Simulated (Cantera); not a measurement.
Charge: 1 mol Si3N4, 1.8 mol CO2, 84 mol H2, held at 3.70 Pa.

Method: chemical equilibrium by Gibbs-energy minimisation in Cantera with the NASA 1993 tables (ideal gas, pure condensed phases). Candidate condensed phases: C, C6H6, C7H8, C8H18, H2O, Si, SiC, SiO2, Si2N2O, Si3N4; 151 gas species. Mutual solubility and eutectic melting of coexisting phases are not modelled. The tables hold silica as quartz up to 1696 K and as liquid above; real silica turns to tridymite and cristobalite and melts near 1996 K. Equilibrium is a limit: real reactors are often held back by kinetics, nucleation or transport.

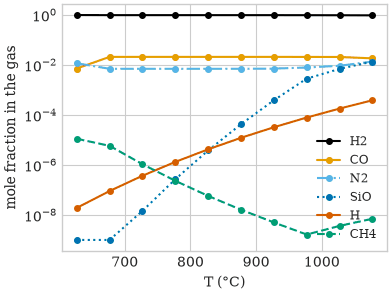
Fig. 1. Equilibrium gas composition (values under 1e-9 drawn at 1e-9)

Question: Read off the mole fractions at 1027 °C.

Answer: H2 about 0.96, CO about 0.021, N2 about 0.0092, SiO about 0.0069, H about 0.00018.
